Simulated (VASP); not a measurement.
# WC (Qusongite): W into a neighbouring W vacancy, part 2 of 5

Wanted: the minimum-energy path in WC (Qusongite) for this move: W into a neighbouring W vacancy. The start is a cell from a database of measured crystal structures.

VASP 6.6.1; PBE; plane waves and PAW (W, C).

So far. Step 2 (Relax the host): The run ended after 6 ionic steps, 0.004 eV below its first step, once forces and stress met EDIFFG = -0.02.

### 3. Relax the start

System of this step: W11C12 (Qusongite). The cell holds 23 atoms: 11 W and 12 C. Its edges and angles: a = 5.839 Å, b = 5.839 Å, c = 8.536 Å, α = 90.0°, β = 90.0°, γ = 120.0°. It derives from WC (Qusongite). Nearest the centre at fractional (0.000, 0.000, 0.167): W1 at 1.43 Å, C21 at 1.68 Å, C18 at 1.71 Å, C12 at 1.73 Å, W9 at 3.20 Å, W3 at 3.23 Å, W7 at 3.23 Å, W6 at 3.24 Å.

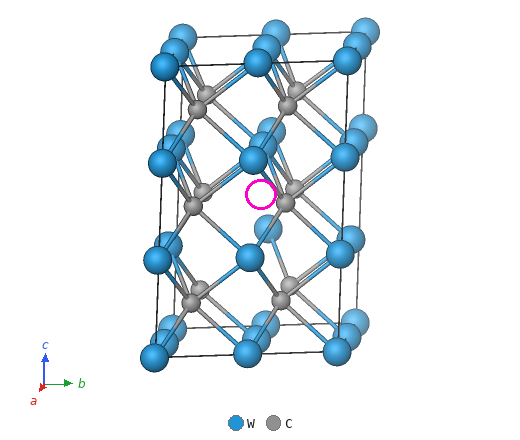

The cell of this step (tungsten blue, carbon grey). A ring marks the centre wherever it is empty. Bonds to atoms that aren't drawn are left out. Some periodic images of atoms are drawn too.

A path needs two true minima; the start is relaxed with symmetry off.

Contents of INCAR:

```
SYSTEM = W11C12
PREC = Normal
ENCUT = 400
EDIFF = 1E-05
NELM = 120
ISMEAR = 1
SIGMA = 0.15
LREAL = Auto
ALGO = Fast
GGA = PE
NBANDS = 80
LASPH = .TRUE.
LORBIT = 11
LWAVE = .FALSE.
LCHARG = .FALSE.
NCORE = 5
IBRION = 2
NSW = 60
ISIF = 2
EDIFFG = -0.05
POTIM = 0.4
MAXMIX = 40
ISYM = 0
```

Contents of POSCAR:

```
W11C12
1.0
    5.8386497646      0.0000000000      0.0000000000
   -2.9193248822      5.0564190198      0.0000000000
    0.0000000000      0.0000000000      8.5360333818
W C
11 12
Direct
    0.0028086824      0.0032498024      0.3341075502
   -0.0026733913      0.0035810160      0.6677125262
   -0.0006900381      0.5022985362      0.0008541963
    0.0010637462      0.5001124204      0.3346142866
   -0.0028448707      0.4993556311      0.6655370570
    0.5021298753      0.0001571156     -0.0006852287
    0.4968129670     -0.0010172901      0.3333524105
    0.5016151857      0.0051184991      0.6690254305
    0.4869771782      0.4925282567     -0.0004094925
    0.4989763264      0.5008450368      0.3338425205
    0.5050553238      0.4956015482      0.6657819349
    0.3416097187      0.1692246152      0.1682202299
    0.3283132583      0.1601479222      0.5003923713
    0.3312794409      0.1618120371      0.8317325273
    0.3312181311      0.6629298259      0.1664364193
    0.3337307840      0.6668074233      0.4988137543
    0.3371296342      0.6701915602      0.8340850837
    0.8319775041      0.1695606209      0.1654917884
    0.8342251966      0.1624273525      0.5021426046
    0.8307949760      0.1617274047      0.8325978641
    0.8340581530      0.6677456568      0.1643653914
    0.8299347980      0.6674560970      0.4989064016
    0.8356421356      0.6696708461      0.8294702102
```

Contents of KPOINTS:

```
Automatic mesh
0
Gamma
4 4 2
0 0 0
```

Potentials, in the order of the species: W and C (PBE family, release 64).

On the command line:

```sh
mpirun -np 5 vasp_std
```

The log of the run:

```text
[banner, memory and clock lines left out]
running    5 mpi-ranks, on    1 nodes
 distrk:  each k-point on    5 cores,    1 groups
 distr:  one band on    5 cores,    1 groups

 POSCAR found type information on POSCAR W C
 POSCAR found :  2 types and      23 ions
 [... a notice as in an earlier step ...]

 LDA part: xc-table for (Slater+PW92), standard interpolation
 POSCAR, INCAR and KPOINTS ok, starting setup
 FFT: planning ... GRIDC
 FFT: planning ... GRID_SOFT
 FFT: planning ... GRID
 WAVECAR not read
 entering main loop
       N       E                     dE             d eps       ncg     rms          rms(c)
DAV:   1     0.366058975966E+03    0.36606E+03   -0.45433E+04  3208   0.107E+03
DAV:   2    -0.235630455544E+03   -0.60169E+03   -0.56556E+03  3952   0.297E+02
DAV:   3    -0.286846396536E+03   -0.51216E+02   -0.50163E+02  4312   0.740E+01
DAV:   4    -0.288402616516E+03   -0.15562E+01   -0.15478E+01  4136   0.141E+01
DAV:   5    -0.288455463097E+03   -0.52847E-01   -0.52766E-01  4320   0.240E+00    0.109E+02
RMM:   6    -0.251483896523E+03    0.36972E+02   -0.18715E+02  3516   0.322E+01    0.279E+01
RMM:   7    -0.250492246268E+03    0.99165E+00   -0.23594E+01  3272   0.172E+01    0.280E+01
RMM:   8    -0.250351674228E+03    0.14057E+00   -0.72885E+00  3713   0.743E+00    0.123E+01
RMM:   9    -0.250273117556E+03    0.78557E-01   -0.15271E+00  3278   0.361E+00    0.325E+00
RMM:  10    -0.250247075792E+03    0.26042E-01   -0.36326E-01  3533   0.198E+00    0.111E+00
RMM:  11    -0.250247883476E+03   -0.80768E-03   -0.10669E-01  3790   0.799E-01    0.565E-01
RMM:  12    -0.250247000637E+03    0.88284E-03   -0.15627E-02  3492   0.355E-01    0.255E-01
RMM:  13    -0.250246432598E+03    0.56804E-03   -0.45041E-03  3401   0.193E-01    0.764E-02
RMM:  14    -0.250246524988E+03   -0.92390E-04   -0.13562E-03  3949   0.962E-02    0.457E-02
RMM:  15    -0.250246484642E+03    0.40346E-04   -0.12102E-04  3365   0.309E-02    0.392E-02
RMM:  16    -0.250246465554E+03    0.19088E-04   -0.69633E-05  3013   0.207E-02    0.224E-02
RMM:  17    -0.250246463006E+03    0.25487E-05   -0.15463E-05  2042   0.122E-02
   1 F= -.25024646E+03 E0= -.25025256E+03  d E =-.250246E+03
 curvature:   0.00 expect dE= 0.000E+00 dE for cont linesearch  0.000E+00
 trial: gam= 0.00000 g(F)=  0.146E+01 g(S)=  0.000E+00 ort = 0.000E+00 (trialstep = 0.100E+01)
 search vector abs. value=  0.146E+01
 bond charge predicted
       N       E                     dE             d eps       ncg     rms          rms(c)
DAV:   1    -0.250816265150E+03   -0.56980E+00   -0.13697E+02  3200   0.358E+01    0.244E+00
RMM:   2    -0.250889275999E+03   -0.73011E-01   -0.21729E+00  3200   0.551E+00    0.406E+00
RMM:   3    -0.250925590641E+03   -0.36315E-01   -0.44513E-01  3528   0.217E+00    0.283E+00
RMM:   4    -0.250887704805E+03    0.37886E-01   -0.10044E-01  3223   0.995E-01    0.180E+00
RMM:   5    -0.250888479024E+03   -0.77422E-03   -0.61137E-02  3485   0.634E-01    0.506E-01
RMM:   6    -0.250887907703E+03    0.57132E-03   -0.93008E-03  3304   0.315E-01    0.548E-01
RMM:   7    -0.250888387030E+03   -0.47933E-03   -0.41647E-03  3719   0.161E-01    0.407E-01
RMM:   8    -0.250888065159E+03    0.32187E-03   -0.11260E-03  3440   0.913E-02    0.219E-01
RMM:   9    -0.250888077564E+03   -0.12405E-04   -0.56892E-04  3708   0.593E-02    0.620E-02
RMM:  10    -0.250888087021E+03   -0.94568E-05   -0.75964E-05  3052   0.251E-02
   2 F= -.25088809E+03 E0= -.25089065E+03  d E =-.641624E+00
[...]
3 F= -.25089712E+03 E0= -.25090046E+03  d E =-.650654E+00
[...]
4 F= -.25102895E+03 E0= -.25102849E+03  d E =-.131835E+00
[...]
5 F= -.25103020E+03 E0= -.25102936E+03  d E =-.133082E+00
[...]
6 F= -.25104498E+03 E0= -.25104454E+03  d E =-.147785E-01
[...]
7 F= -.25104499E+03 E0= -.25104454E+03  d E =-.147858E-01
 curvature:  -0.55 expect dE=-0.219E-02 dE for cont linesearch -0.506E-06
 trial: gam= 0.12533 g(F)=  0.397E-02 g(S)=  0.000E+00 ort = 0.178E-03 (trialstep = 0.994E+00)
 search vector abs. value=  0.456E-02
 bond charge predicted
       N       E                     dE             d eps       ncg     rms          rms(c)
DAV:   1    -0.251047028720E+03   -0.20428E-02   -0.42350E-01  3312   0.203E+00    0.123E-01
RMM:   2    -0.251047244111E+03   -0.21539E-03   -0.51734E-03  3200   0.277E-01    0.248E-01
RMM:   3    -0.251047272176E+03   -0.28064E-04   -0.10276E-03  3436   0.102E-01    0.139E-01
RMM:   4    -0.251047215924E+03    0.56252E-04   -0.28727E-04  3341   0.513E-02    0.441E-02
RMM:   5    -0.251047214758E+03    0.11665E-05   -0.11894E-04  3536   0.283E-02    0.253E-02
RMM:   6    -0.251047216417E+03   -0.16595E-05   -0.16614E-05  2051   0.126E-02
   8 F= -.25104722E+03 E0= -.25104685E+03  d E =-.223131E-02
 trial-energy change:   -0.002231  1 .order   -0.002157   -0.003970   -0.000344
 step:   1.0774(harm=  1.0884)  dis= 0.00592  next Energy=  -251.047231 (dE=-0.225E-02)
 reached required accuracy - stopping structural energy minimisation
```

Elapsed: 3.7 min, on 5 MPI ranks of AMD EPYC 7R43, shared host; peak memory 0.58 GiB.

OUTCAR, selected parts (step 3):

```text
 Found     20 irreducible k-points:

   k-points           NKPTS =     20   k-points in BZ     NKDIM =     20   number of bands    NBANDS=     80

   dimension x,y,z NGX =    30 NGY =   30 NGZ =   42
   dimension x,y,z NGXF=    60 NGYF=   60 NGZF=   84

   ENCUT  =  400.0 eV  29.40 Ry    5.42 a.u.   9.52  9.52 13.92*2*pi/ulx,y,z

   NELECT =     114.0000    total number of electrons

 E-fermi :   7.4932

 k-point     1 :       0.0000    0.0000    0.0000
  band No.  band energies     occupation
    ...
     50       7.1617      2.00766
     51       7.1641      2.00813
     52       7.1848      2.01328
     53       7.1863      2.01376
     54       7.1880      2.01428
     55       7.5654      0.28055
     56       7.6473     -0.05545
     57       7.7029     -0.06367
     58       7.7048     -0.06274
     59       8.0777     -0.00000
    ...

 k-point     2 :       0.2500    0.0000    0.0000
  band No.  band energies     occupation
    ...
     54       6.8197      2.00000
     55       6.9926      2.00003
     56       7.0835      2.00077
     57       7.3674      1.99865
     58       7.5023      0.89792
     59       7.8807     -0.00158
     60       8.0176     -0.00001
     61       8.6392     -0.00000
     62       8.7156     -0.00000
     63       9.2358     -0.00000
    ...

  Total       -2.2806124     -2.3310386    -16.0328905     -0.0273884      0.1476394      0.0205089
  in kB      -14.4994147    -14.8200089   -101.9320652     -0.1741271      0.9386446      0.1303890
  external PRESSURE =     -43.7504963 kB  Pullay stress =       0.0000000 kB

  energy-cutoff  :      400.00
  volume of cell :      252.01
      direct lattice vectors                 reciprocal lattice vectors
     5.838649765  0.000000000  0.000000000     0.171272476  0.098884210  0.000000000
    -2.919324882  5.056419020  0.000000000     0.000000000  0.197768420  0.000000000
     0.000000000  0.000000000  8.536033382     0.000000000  0.000000000  0.117150432

 POSITION                                       TOTAL-FORCE (eV/Angst)
 -----------------------------------------------------------------------------------
      5.83724      0.00052      2.76915         0.010328     -0.023041     -0.016751
      2.91748      5.05445      5.76400         0.005891     -0.015358      0.040485
      4.33167      2.50558      8.53464         0.013240     -0.021842     -0.007011
     -1.45939      2.53038      2.83651        -0.008504     -0.016528      0.023437
      4.37903      2.52719      5.69555        -0.002820     -0.006433     -0.003281
      2.92260      0.04760      8.53466        -0.033439     -0.009190      0.000088
     -0.00022      5.05110      2.83812        -0.013574      0.022867     -0.007509
     -0.00107      5.04933      5.69585         0.000264      0.028792     -0.005505
      1.49783      2.49697      8.53486         0.030437      0.021248     -0.010086
      1.45496      2.52931      2.83723         0.017556     -0.018907      0.012990
      1.45474      2.52534      5.69573         0.011141      0.015973     -0.005798
      1.52619      0.87769      1.46808        -0.044852      0.004159     -0.005071
      1.45673      0.83908      4.26655        -0.009244     -0.001712      0.000347
      1.52300      0.87303      7.06821        -0.020397      0.020312     -0.018800
     -0.00170      3.36970      1.37571        -0.000301      0.005591      0.025970
     -0.00186      3.36820      4.26706         0.002621      0.007502     -0.003626
     -0.00219      3.36636      7.15724         0.001633      0.015951     -0.025427
      4.31353      0.88226      1.46644         0.011474     -0.028548      0.011003
      4.38038      0.84047      4.26620        -0.002841     -0.002336      0.005840
      4.31443      0.87807      7.06833         0.002590     -0.011855     -0.025703
      2.91448      3.29903      1.46447         0.022178     -0.004367      0.017998
      2.91759      3.37275      4.26654        -0.010941     -0.000697      0.001140
      2.91442      3.29338      7.06647         0.017558      0.018420     -0.004732
 -----------------------------------------------------------------------------------
    total drift:                               -0.007157     -0.025054     -0.001861

  FREE ENERGIE OF THE ION-ELECTRON SYSTEM (eV)
  ---------------------------------------------------
  free  energy   TOTEN  =      -251.0472164170 eV

  energy  without entropy=     -251.0461180938  energy(sigma->0) =     -251.04685031

 total charge
# of ion       s       p       d       tot
------------------------------------------
    1        0.600   0.800   4.253   5.652
    2        0.600   0.800   4.253   5.652
    3        0.619   0.807   4.271   5.698
    4        0.627   0.874   4.376   5.877
    5        0.627   0.874   4.376   5.877
    6        0.619   0.807   4.271   5.697
    7        0.627   0.875   4.376   5.878
    8        0.627   0.874   4.375   5.875
    9        0.619   0.807   4.270   5.697
   10        0.627   0.874   4.376   5.877
   11        0.627   0.874   4.375   5.876
   12        0.874   1.526   0.000   2.400
   13        0.856   1.540   0.000   2.396
   14        0.874   1.525   0.000   2.399
   15        0.856   1.546   0.000   2.402
   16        0.860   1.560   0.000   2.420
   17        0.856   1.546   0.000   2.402
   18        0.874   1.526   0.000   2.399
   19        0.856   1.540   0.000   2.396
   20        0.874   1.525   0.000   2.399
   21        0.874   1.525   0.000   2.398
   22        0.856   1.540   0.000   2.396
   23        0.874   1.525   0.000   2.399
--------------------------------------------------
tot         17.201  27.690  47.572  92.463

[... 1 part as in an earlier step ...]

[... 7 further parts left out ...]
```

CONTCAR:

```
W11C12
   1.00000000000000
     5.8386497646000004    0.0000000000000000    0.0000000000000000
    -2.9193248822000002    5.0564190197999999    0.0000000000000000
     0.0000000000000000    0.0000000000000000    8.5360333817999994
  W               C
    11    12
Direct
     0.9998106089263137    0.0001026696778471    0.3244071739181779
     0.9994893653419422    0.9996104025162306    0.6752547568213445
     0.9896587554658085    0.4955248091441988    0.9998370291320043
     0.0002620900574058    0.5004297718540902    0.3322979439085691
     0.9999056404497306    0.4997982870170063    0.6672355987273177
     0.5052669420973861    0.0094133244562247    0.9998389001275122
     0.4994366853573594    0.9989471730430661    0.3324867303414561
     0.4991152971830020    0.9985979808132774    0.6672718246350720
     0.5034477175852889    0.4938223790426317    0.9998629937086010
     0.4993026536641131    0.5002170122173948    0.3323828341919401
     0.4988742507832172    0.4994330718537274    0.6672573503124883
     0.3481846320623350    0.1735796500738626    0.1719863434837424
     0.3324698443663449    0.1659435434923852    0.4998280998629527
     0.3471763272727222    0.1726579725069020    0.8280439678803885
     0.3329187858261875    0.6664199733101341    0.1611648071218712
     0.3327436841445454    0.6661240846698644    0.4998874967405282
     0.3325050005369926    0.6657592407075509    0.8384734616813437
     0.8260300014967408    0.1744837490458790    0.1717944594980958
     0.8333469083607750    0.1662184485987107    0.4997873726454733
     0.8257704663352580    0.1736551444395632    0.8280581227597185
     0.8253924104580067    0.6524438687331116    0.1715638655863406
     0.8332143993418786    0.6670233390633434    0.4998269432881733
     0.8248222482866333    0.6513260380229976    0.8278397612268933
```

Step by step:

```csv
step,energy less that of the first step (eV),largest force (eV/Å)
1,0.0000,2.4056
2,-0.6416,1.0288
3,-0.6507,0.7971
4,-0.7825,0.3036
5,-0.7837,0.3054
6,-0.7985,0.1537
7,-0.7985,0.1407
8,-0.8008,0.0453
```

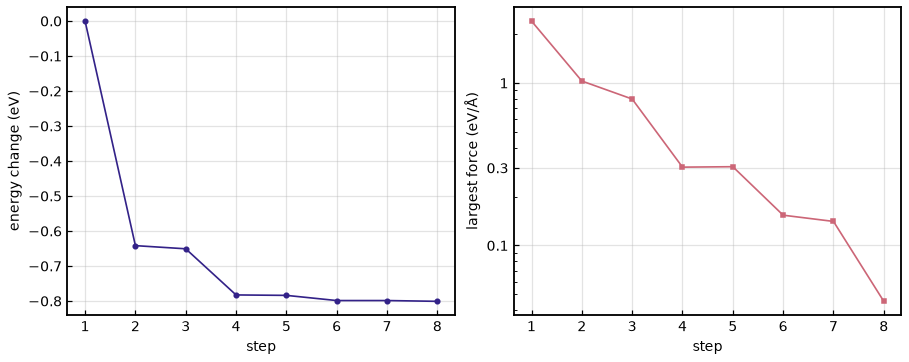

Energy and largest force along the relaxation.

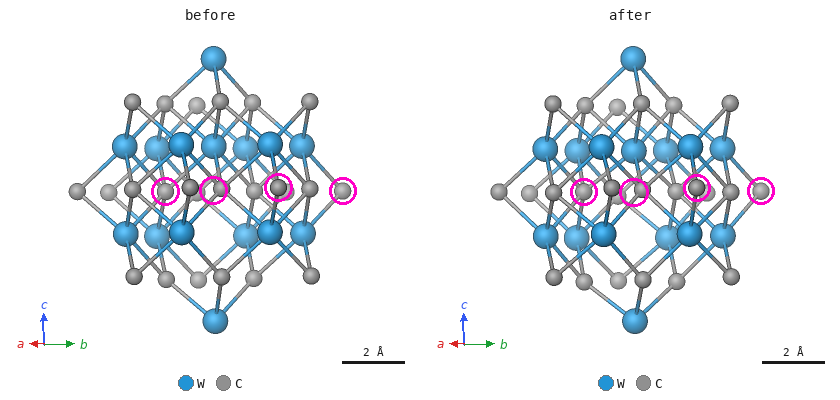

Before and after: the atoms that start within 5 Å of the centre. C21, which moves most, is ringed if it is among them. A ring with no atom in it marks the empty centre.

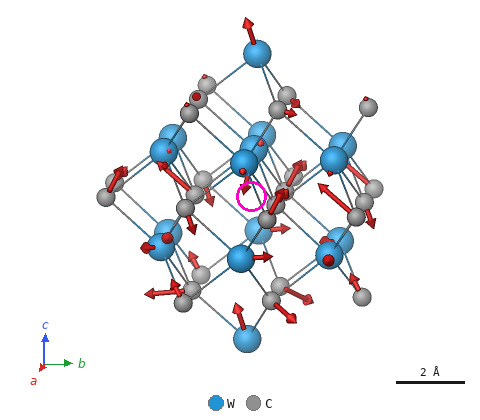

Displacements in the relaxation near the centre, exaggerated; the longest in the cell stands for 0.10 Å. A ring marks the centre wherever it is empty.

The atoms that moved most (Å):

```csv
atom,dx,dy,dz,length
C21,-0.006,-0.077,0.061,0.099
C20,-0.064,0.060,-0.039,0.096
C23,-0.010,-0.093,-0.014,0.094
W9,0.092,0.007,0.002,0.093
C14,0.061,0.055,-0.031,0.088
W1,-0.008,-0.016,-0.083,0.085
C18,-0.049,0.025,0.054,0.077
W2,0.024,-0.020,0.064,0.072
```

The relaxed structure:

```
W C
1.0
     5.83865    0.00000    0.00000
    -2.91932    5.05642    0.00000
     0.00000    0.00000    8.53603
W C
11 12
Direct
  0.99981 0.00010 0.32441
  0.99949 0.99961 0.67525
  0.98966 0.49552 0.99984
  0.00026 0.50043 0.33230
  0.99991 0.49980 0.66724
  0.50527 0.00941 0.99984
  0.49944 0.99895 0.33249
  0.49912 0.99860 0.66727
  0.50345 0.49382 0.99986
  0.49930 0.50022 0.33238
  0.49887 0.49943 0.66726
  0.34818 0.17358 0.17199
  0.33247 0.16594 0.49983
  0.34718 0.17266 0.82804
  0.33292 0.66642 0.16116
  0.33274 0.66612 0.49989
  0.33250 0.66576 0.83847
  0.82603 0.17448 0.17179
  0.83335 0.16622 0.49979
  0.82577 0.17366 0.82806
  0.82539 0.65244 0.17156
  0.83321 0.66702 0.49983
  0.82482 0.65133 0.82784
```

This step gave:

| Property | Result |
| --- | --- |
| electronic cycles | 60 |
| electrons | 114 |
| free energy (TOTEN) | -251.0472 eV |
| energy at zero smearing | -251.0469 eV |
| Fermi energy | 7.493 eV |

The run ended after 8 ionic steps, 0.801 eV below its first step, once the forces on the free atoms met EDIFFG = -0.05.

[end of part 2 of 5]

[Lines on the potential files, build, host, timing and source positions are cut from VASP's logs without a mark.]

[Logs are printed without paths, hosts, clocks, repeated set-up lines and the standing remarks that a program may print on its own settings, such as how far it seeks lower states.]

[Hosts, paths, dates, database ids (printed as entryN), source tags and the programs' standing remarks are cut or masked in the printed files.]

[Runs that stopped without an error message from VASP are left out.]
